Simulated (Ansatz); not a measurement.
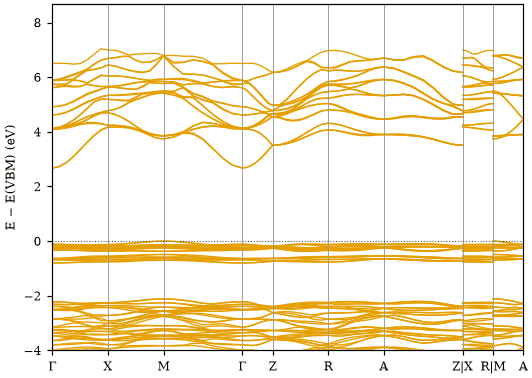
*Band structure from r²SCAN with spin–orbit coupling (plane waves, PAW; program Ansatz)*

The gap is 2.68 eV; an edge lies off the plotted path or next to a special point (maximum on the X–M line, 98 % of the way from X, minimum at Γ).

The material is AlCuBr$_{4}$ in space group P-42c (No. 112; Al on 2b, Cu on 2f, Br on 8n).

The first step of the workflow began from a Materials Project structure, measured or hypothetical; the Crystallography Open Database files this formula in space group No. 112, but the cells were not matched. Whether it is the stable phase at ambient conditions was not checked. The r²SCAN relaxation kept the symmetry of its start; its stability against distortions is not shown here. The run is not spin-polarised.

Potentials: the later of the program's two PAW sets.
